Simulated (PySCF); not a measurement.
**C₆H₃FO, SMILES `C#CC#CC(F)C=O`: what the electrons do**

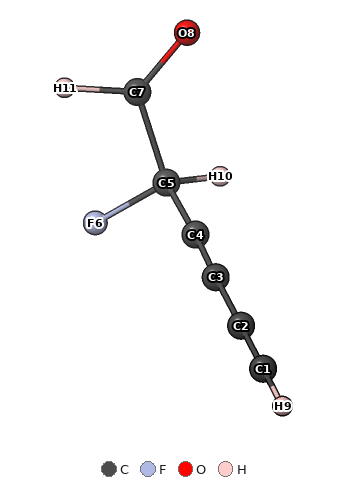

The molecule, with its atoms numbered as below. No frequency check shows the geometry to be a minimum.

Cartesian coordinates (Å):

```
C1      -3.8962    0.2705   -0.1435
C2      -2.7110    0.0963   -0.0198
C3      -1.3743   -0.1012    0.1104
C4      -0.1899   -0.2774    0.2654
C5       1.2387   -0.4907    0.3726
F6       1.6073   -1.6852   -0.2158
C7       1.9226    0.6580   -0.3596
O8       2.0943    1.7456    0.1001
H9      -4.9280    0.4239   -0.2490
H10      1.5495   -0.5366    1.4260
H11      2.2186    0.3815   -1.3876
```

Part 1: Bonding charge

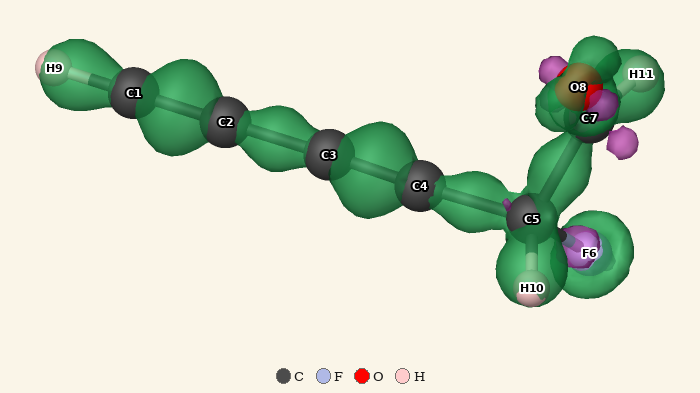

Deformation density (molecule less spherical, spin-averaged free atoms at the same positions), surfaces at ±0.2 e/Å³; green: gain, purple: loss.

Computed with PySCF, LDA (SVWN)/def2-SVPD, geometry: GFN2-xTB.

Question: Describe the bonding that the map shows.

Answer: The five largest and four smallest: C1–C2: +0.79 e/Å³ at the bond critical point (bond length 1.20 Å). C3–C4: +0.78 e/Å³ at the bond critical point (bond length 1.21 Å). C1–H9: +0.74 e/Å³ at the bond critical point (bond length 1.05 Å). C5–H10: +0.71 e/Å³ at the bond critical point (bond length 1.10 Å). C7–H11: +0.71 e/Å³ at the bond critical point (bond length 1.10 Å). C2–C3: +0.55 e/Å³ at the bond critical point (bond length 1.36 Å). C5–C7: +0.50 e/Å³ at the bond critical point (bond length 1.52 Å). C4–C5: +0.49 e/Å³ at the bond critical point (bond length 1.45 Å). C5–F6: −0.02 e/Å³ at the bond critical point (bond length 1.38 Å); up to 0.6 Å beside the axis the gain reaches +0.19 e/Å³. In all, 2.7 electrons gather in the regions of gain relative to the promolecule. A small or negative value marks a very polar bond, one between electron-rich atoms, whose free-atom densities already overlap strongly, a long bond to a heavier atom, or a closed-shell contact such as a hydrogen bond.

Part 2: Bond critical points

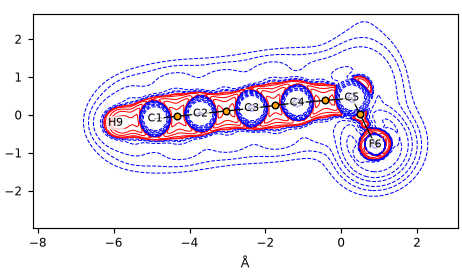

Negative Laplacian of the density (−∇²ρ) in the plane of C1, C2, C3, C4, C5, F6 and H9 (solid red lines positive, dashed blue lines negative, contours at ±0.02 to ±8 a.u.), with bond paths and bond critical points (dots).

Question: At which bond critical points in this plane is charge locally concentrated, and at which depleted?

Answer: Concentrated (∇²ρ < 0): C1–C2 (−1.07 a.u.); C3–C4 (−1.05 a.u.); C2–C3 (−0.76 a.u.); C4–C5 (−0.63 a.u.); C5–F6 (−0.12 a.u.). At none is it depleted.

Question: Where along C5–F6 does the critical point lie?

Answer: 0.48 Å from C5 and 0.90 Å from F6.

Part 3: Local ionisation energy

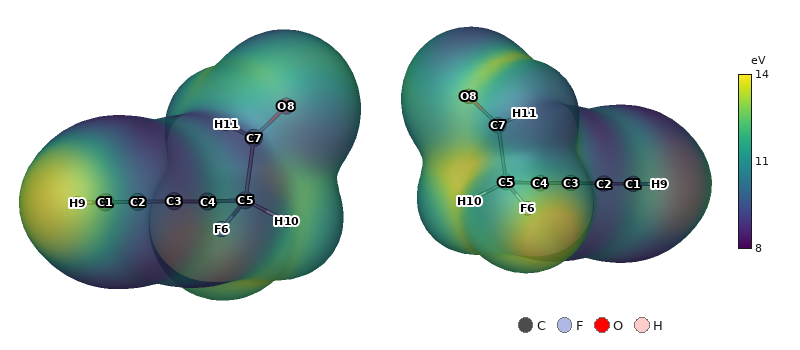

Average local ionisation energy on the surface of electron density 0.001 a.u. (back view left, front view right).

Question: Locate the minima of the map.

Answer: The lowest value is 8.7 eV, off the C1–C2 bond (2.0 to 2.2 Å from its atoms). Further minima include 8.8 eV, off the C3–C4 bond (2.1 Å from its atoms); 9.0 eV, off the C3–C4 bond (2.0 to 2.2 Å from its atoms); 9.1 eV, 1.9 Å from O8. For comparison, the highest occupied orbital lies at −6.6 eV.

Part 4: Excited states

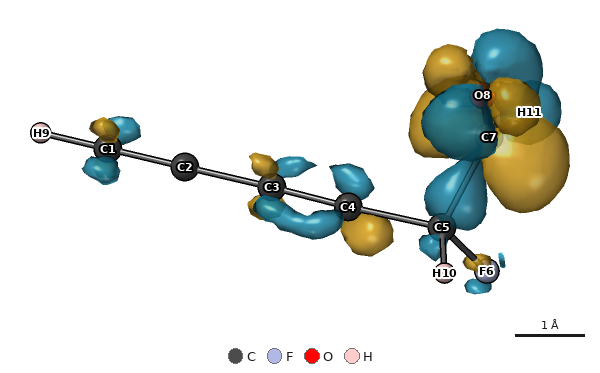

Unrelaxed difference density of S₁ less the ground state (full linear response singlet states), ±0.04 e/Å³; yellow: gain, teal: loss.

PySCF calculation, B3LYP/6-31G*, gas phase; geometry: GFN2-xTB. Without diffuse functions Rydberg states are missing, so the states' numbers hold for this basis only.

Question: How does the charge move on excitation?

Answer: 0.69 e is displaced in all, of which about 0.2 e passes between atoms: O8 (0.17 e) loses electrons and C7 (0.24 e) gains them. The state: 4.07 eV (305 nm), f = 0.018; the leading pair carries 94 %; hole on O8 (45 %), C7 (11 %) and C5 (8 %), electron on C7 (35 %), O8 (28 %) and C3, C4 and C5 (7 % each); their centroids lie 0.2 Å apart.

Part 5: Removing or adding an electron

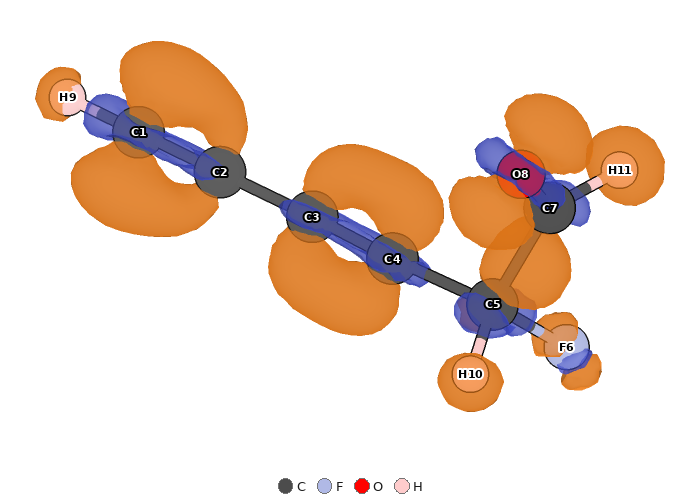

Fukui function f⁻ = ρ(N) − ρ(N−1) at fixed geometry, surfaces at ±0.03 e/Å³ (orange positive, blue negative).

Computed with PySCF, B3LYP/6-31+G*, geometry: GFN2-xTB.

Question: Which atoms respond most to the removal of an electron?

Answer: f⁻ (Hirshfeld-condensed) is largest on C1 (0.19), O8 (0.15) and C4 (0.11); the vertical ionisation energy is 9.47 eV (the stability of the cation's solution wasn't checked). Condensed values hint at sites of electrophilic attack but needn't mark the atom that reacts. Shares this close don't rank the sites. Orbital relaxation makes it negative in places (0.16 e in all).

Part 6: Localised orbitals

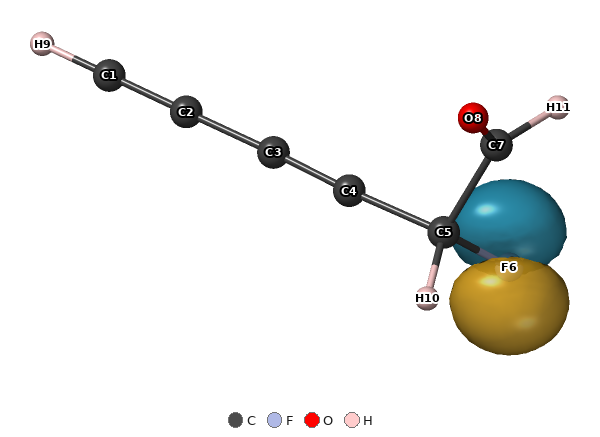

Intrinsic bond orbitals (IBO), occupied; each surface holds about 85 % of the orbital's density. Energies are diagonal elements of the Fock matrix.

PySCF calculation, B3LYP/6-311+G**, gas phase; geometry: GFN2-xTB.

Question: What does this orbital represent?

Answer: Lone pair on F6 (p-type) (F6 98 %; −12.1 eV).

The PySCF runs shown took 59 s, 8.5 min, 3.8 min and 52 s on 1 thread of Intel(R) Xeon(R) Processor @ 2.50GHz (Skylake/Cascade Lake) (shared host).
